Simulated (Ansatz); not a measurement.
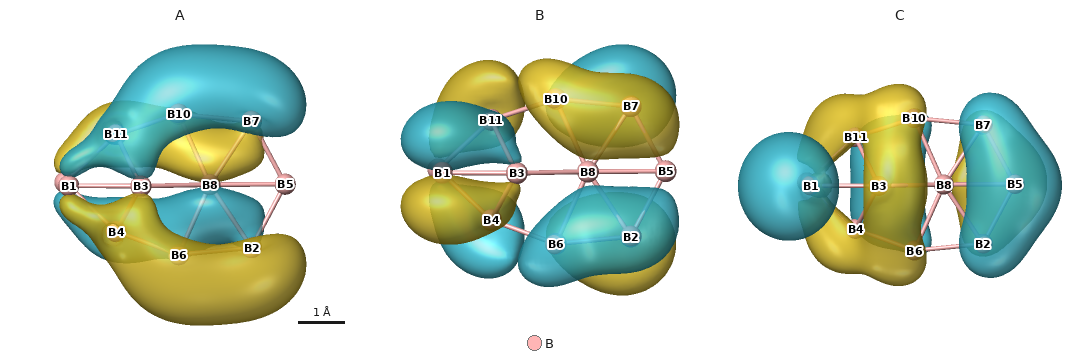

The picture shows: B$_{11}$ (doublet). Three frontier orbitals at ±0.08 Å⁻³ᐟ² (yellow and cyan are the two phases), in no order.

Geometry: r2SCAN-D4/def2-SVP; ⟨S²⟩ = 0.81, above the pure value of 0.75.

All numbers below come from UKS PBE0-D4/def2-TZVP (Ansatz).

Input

```
crystal:
  periodic: [false, false, false]
  atoms:
    - {symbol: B, position_ang: [1.271006, -1.945033, 0.258705]}
    - {symbol: B, position_ang: [-0.152269, 1.776598, -1.460550]}
    - {symbol: B, position_ang: [0.999387, -0.354560, 0.207553]}
    - {symbol: B, position_ang: [0.011688, -1.291912, -1.106039]}
    - {symbol: B, position_ang: [-0.746977, 2.459251, -0.147620]}
    - {symbol: B, position_ang: [0.344799, 0.231985, -1.523027]}
    - {symbol: B, position_ang: [-0.726651, 1.766570, 1.289251]}
    - {symbol: B, position_ang: [-0.076551, 0.917633, -0.012918]}
    - {symbol: B, position_ang: [-0.199544, -2.482835, -0.049276]}
    - {symbol: B, position_ang: [-0.291388, 0.220918, 1.535163]}
    - {symbol: B, position_ang: [-0.433490, -1.298606, 1.008748]}
basis:
  gaussian: {orbitals: def2-TZVP, initial_orbitals: start.molden}
magnetization: {spin_polarized: true, initial_magnetization: 1}
hamiltonian: {xc: pbe0, dispersion: d4}
scf: {omitted_lower_state_checks: [starts]}
output: {orbitals: {seedname: orbitals}}
```

Run with:

```sh
ansatz run in.yaml --threads 4 --pin off --events-out ev --progress --plain --max-ram 6963MiB
```

### Which picture is the HOMO−1, the HOMO and the LUMO? All are α orbitals.

A is the HOMO−1 (α) (−7.40 eV). By Hirshfeld shares it lies mainly on B6 (about 20 %), B10 (about 20 %), B2 (about 15 %), B7 (about 15 %), B8 (about 10 %), B4 (about 5 %) and B11 (about 5 %). C is the HOMO (α) (−6.34 eV). It lies mainly on B1 (about 25 %), B5 (about 20 %), B2 (about 10 %), B7 (about 10 %), B3 (about 10 %), B4 (about 10 %) and B11 (about 10 %). B is the LUMO (α) (−3.64 eV). Its weight (Hirshfeld) is mainly on B2 (about 15 %), B7 (about 15 %), B1 (about 10 %), B6 (about 10 %), B10 (about 10 %), B4 (about 10 %) and B11 (about 10 %).

### What is the gap between the highest occupied and lowest empty α orbitals?

2.70 eV between the orbital energies.
